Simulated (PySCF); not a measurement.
C4H14O2Si2, SMILES O[Si](O[SiH](C)C)(C)C at its GFN2-xTB optimised geometry (Å):

```
22

Si     0.1813     0.7653     0.0000
C     -0.4931    -0.2400     1.4640
C     -0.5167     2.5319     0.0000
O     -0.2912     0.0896    -1.4003
Si    -0.4961    -1.1243    -2.4746
C     -0.8168    -2.7751    -1.6048
C      1.0477    -1.1482    -3.5828
O     -1.8566    -0.8071    -3.3154
H      1.6518     0.7653     0.0000
H     -1.5782    -0.2945     1.4400
H     -0.1168    -1.2585     1.4450
H     -0.2069     0.1986     2.4148
H     -1.6028     2.5336    -0.0352
H     -0.1614     3.0967    -0.8566
H     -0.2160     3.0682     0.8945
H     -1.0546    -3.5551    -2.3197
H     -1.6518    -2.6937    -0.9165
H      0.0510    -3.0967    -1.0377
H      1.9340    -1.4309    -3.0247
H      1.2368    -0.1694    -4.0149
H      0.9346    -1.8529    -4.4006
H     -2.0266     0.0730    -3.6419
```

Computed with PBE0/def2-SVP (PySCF). Cells within 0.4 Å of a nucleus heavier than hydrogen are left out (blank, or x).

Map of the electrostatic potential (hartree/e), clipped to [-0.08, 0.12] on the plane z = 0.0 Å:

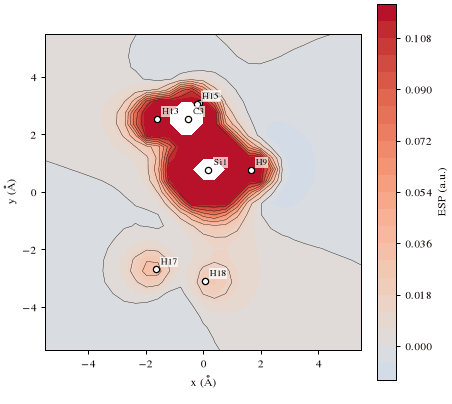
Figure: Electrostatic potential (hartree/e), clipped to [-0.08, 0.12] on the plane z = 0.0 Å.
